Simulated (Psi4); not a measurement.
# CH5BClN (SMILES CNBCl): PBE/def2-SVP

Aim: the energy change on altering one bond length of CH5BClN at PBE/def2-SVP, from 2 runs. 

The results are computed with Psi4 1.11.

### Step 1. The system as given

The species is CH5BClN (9 atoms), meant as a singlet with charge 0. SMILES: `CNBCl`. The coordinates come from a PBE0-D4/def2-TZVP relaxation. This is one conformer, not always the lowest.

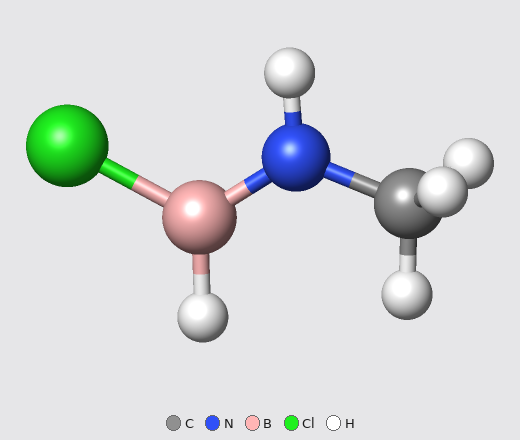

Viewed from a chosen angle; carbon grey, nitrogen blue, boron pink, chlorine green, hydrogen white.

### Step 2. A single-point energy at PBE/def2-SVP

Contents of ch5bcln.in:

```
memory 1.6 GB

molecule m {
  C
  N 1 r2
  B 2 r3 1 a3
  Cl 3 r4 2 a4 1 d4
  H 1 r5 2 a5 3 d5
  H 1 r6 5 a6 2 d6
  H 1 r7 6 a7 5 d7
  H 2 r8 3 a8 4 d8
  H 3 r9 2 a9 8 d9

  r2 = 1.444526
  r3 = 1.380824
  a3 = 125.95094
  r4 = 1.770842
  a4 = 119.61229
  d4 = -179.99408
  r5 = 1.093861
  a5 = 111.42222
  d5 = 119.43293
  r6 = 1.093822
  a6 = 108.26673
  d6 = -122.86742
  r7 = 1.089633
  a7 = 108.22492
  d7 = 117.08408
  r8 = 1.008944
  a8 = 119.02868
  d8 = 0.00255
  r9 = 1.192127
  a9 = 121.47521
  d9 = -179.99975
  symmetry c1
}

set {
  puream               true
  e_convergence        1e-09
  d_convergence        1e-08
  scf_type             pk
  dft_radial_points    99
  dft_spherical_points 590
}

e, wfn = energy("pbe/def2-SVP", return_wfn=True)
oeprop(wfn, "MAYER_INDICES", "DIPOLE", "MULLIKEN_CHARGES", title="PBE")
```

Command:

```
$ psi4 -i ch5bcln.in -o ch5bcln.out -n 1
```

ch5bcln.out (excerpt; [...] marks lines left out):

```text
[...]
  Running in c1 symmetry.
[...]
  Nuclear repulsion =  139.526745837514625
[...]
  Multiplicity = 1
[...]
  Nalpha       = 20
  Nbeta        = 20
[...]
    Number of basis functions: 85
[...]
   @RKS iter   1:  -579.99962065058230    1.75807e-02   1.03021e-02 DIIS/ADIIS
[...]
   @RKS iter  12:  -580.40447306959777   -3.86535e-12   3.78250e-09 DIIS
[...]
    Orbital Energies [Eh]
    ---------------------
    Doubly Occupied:
       1A   -100.615700     2A    -14.010191     3A     -9.933792
       4A     -9.151832     5A     -6.979822     6A     -6.973736
       7A     -6.972174     8A     -6.534126     9A     -0.823828
      10A     -0.734514    11A     -0.616991    12A     -0.492699
      13A     -0.435725    14A     -0.398714    15A     -0.380922
      16A     -0.344389    17A     -0.316928    18A     -0.292846
      19A     -0.250990    20A     -0.231558
[...]
  @RKS Final Energy:  -580.40447306959777
   => Energetics <=
    Nuclear Repulsion Energy =            139.5267458375146248
    One-Electron Energy =               -1074.0868113308995362
    Two-Electron Energy =                 400.3333392120528060
    DFT Exchange-Correlation Energy =     -46.1777467882657646
    Empirical Dispersion Energy =           0.0000000000000000
    VV10 Nonlocal Energy =                  0.0000000000000000
    Total Energy =                       -580.4044730695977705
[...]
 Multipole Moments:
 ------------------------------------------------------------------------------------
     Multipole            Electronic (a.u.)      Nuclear  (a.u.)        Total (a.u.)
 ------------------------------------------------------------------------------------
 L = 1.  Multiply by 2.5417464519 to convert [e a0] to [Debye]
 Dipole X            :         -0.0002490            0.0002667            0.0000177
 Dipole Y            :         -1.6730769            2.3400553            0.6669784
 Dipole Z            :          9.4410389          -10.3476554           -0.9066165
 Magnitude           :                                                    1.1255282
[...]
  Mulliken Charges: (a.u.)
   Center  Symbol    Alpha    Beta     Spin     Total
       1     C     2.96808  2.96808  0.00000  0.06384
       2     N     3.53334  3.53334  0.00000 -0.06668
       3     B     2.54954  2.54954  0.00000 -0.09909
       4    CL     8.55583  8.55583  0.00000 -0.11166
       5     H     0.48258  0.48258  0.00000  0.03484
       6     H     0.48259  0.48259  0.00000  0.03483
       7     H     0.48017  0.48017  0.00000  0.03965
       8     H     0.43785  0.43785  0.00000  0.12429
       9     H     0.51002  0.51002  0.00000 -0.02003
   Total alpha = 20.00000, Total beta = 20.00000, Total charge = -0.00000
[...]
```

Run time: 41 s. Hardware: 1 thread of Intel Xeon Platinum 8259CL at 2.50GHz (Skylake/Cascade Lake), shared host; peak memory 0.85 GiB.

### Step 3. The distorted shape: energy and forces at PBE/def2-SVP

Contents of job.json:

```json
{
 "schema_name": "qcschema_input",
 "schema_version": 1,
 "molecule": {
  "schema_name": "qcschema_molecule",
  "schema_version": 2,
  "symbols": ["C", "N", "B", "Cl", "H", "H", "H", "H", "H"],
  "geometry": [0.92234698, 0.96465416, -2.22484638, -0.81242161, -0.3734609, -0.59646937, -0.49340749, -0.78461429, 2.35875615, -2.82570747, -2.48404499, 4.05308459, 1.67237927, -0.26839213, -3.7046909, 0.01112104, 2.58377151, -3.13078108, 2.50329185, 1.65969543, -1.10348289, -2.34801306, -1.09061197, -1.46990079, 1.28803733, 0.02683411, 3.47369456],
  "molecular_charge": 0,
  "molecular_multiplicity": 1,
  "fix_symmetry": "c1"
 },
 "driver": "gradient",
 "model": {
  "method": "pbe",
  "basis": "def2-SVP"
 },
 "keywords": {
  "puream": true,
  "e_convergence": 1e-09,
  "d_convergence": 1e-08,
  "scf_type": "pk",
  "dft_radial_points": 99,
  "dft_spherical_points": 590,
  "scf_properties": ["LOWDIN_CHARGES", "MAYER_INDICES", "MULLIKEN_CHARGES"]
 }
}
```

Command:

```
$ psi4 --qcschema job.json -n 1 --memory 1600MB
```

stdout (excerpt; [...] marks lines left out):

```text
[...]
  Running in c1 symmetry.
[...]
  Nuclear repulsion =  134.602456010473702
[...]
  Multiplicity = 1
[...]
  Nalpha       = 20
  Nbeta        = 20
[...]
    Number of basis functions: 85
[...]
   @RKS iter   1:  -579.99914915412501   -1.41143e-01   9.96826e-03 ADIIS/DIIS
[...]
   @RKS iter  12:  -580.38457443068955   -1.34150e-11   5.76338e-09 DIIS
[...]
  @RKS Final Energy:  -580.38457443068955
   => Energetics <=
    Nuclear Repulsion Energy =            134.6024560104737020
    One-Electron Energy =               -1064.2318979405274604
    Two-Electron Energy =                 395.3312886950189409
    DFT Exchange-Correlation Energy =     -46.0864211956547365
    Empirical Dispersion Energy =           0.0000000000000000
    VV10 Nonlocal Energy =                  0.0000000000000000
    Total Energy =                       -580.3845744306895540
[...]
 Multipole Moments:
 ------------------------------------------------------------------------------------
     Multipole            Electronic (a.u.)      Nuclear  (a.u.)        Total (a.u.)
 ------------------------------------------------------------------------------------
 L = 1.  Multiply by 2.5417464519 to convert [e a0] to [Debye]
 Dipole X            :         -5.0085587            5.1316868            0.1231281
 Dipole Y            :         -4.4781867            4.7119360            0.2337493
 Dipole Z            :          7.7446827           -8.5473789           -0.8026962
 Magnitude           :                                                    0.8450565
[...]
  -Total Gradient:
     Atom            X                  Y                   Z
    ------   -----------------  -----------------  -----------------
       1        0.007309149342     0.006300518864    -0.009977668125
       2       -0.017526192982     0.009070518450    -0.095471108671
       3        0.019345049207    -0.006708698725     0.088977648379
       4       -0.000606526502    -0.001149795734     0.003940483809
       5       -0.005440544996     0.006023618524     0.009529385878
       6        0.003948808687    -0.010098530655     0.006287830918
       7       -0.009507079610    -0.004536112218    -0.004994409175
       8        0.010828307251     0.005844923996     0.002277207747
       9       -0.008348370577    -0.004743042693    -0.000578692222
[...]
```

Run time: 51 s. Hardware: 1 thread of Intel Xeon Platinum 8259CL at 2.50GHz (Skylake/Cascade Lake), shared host; peak memory 0.85 GiB.

### Step 4. What came out

At PBE/def2-SVP:

| quantity | value |
| --- | --- |
| first shape: total energy | -580.40447 Eh |
| first shape: dipole moment | 2.86 D |
| first shape: HOMO energy | -6.30 eV |
| first shape: LUMO energy | -0.35 eV |
| first shape: HOMO–LUMO gap | 5.95 eV |
| distorted shape: total energy | -580.38457 Eh |
| distorted shape: dipole moment | 2.15 D |
| distorted shape: HOMO energy | -5.77 eV |
| distorted shape: LUMO energy | -1.13 eV |
| distorted shape: HOMO–LUMO gap | 4.64 eV |
| distorted shape: largest force on an atom | 5.013 eV/Å |
| energy change with the N2–B3 bond stretched from 1.381 to 1.588 Å | 0.541 eV |

**Reading.** With the N2–B3 bond stretched from 1.381 to 1.588 Å the energy rises by 0.54 eV (52.2 kJ/mol). The first shape isn't relaxed at this level, so the change isn't measured from a minimum. Mulliken charges (first shape) run from -0.11 on Cl4 to +0.12 on H8.
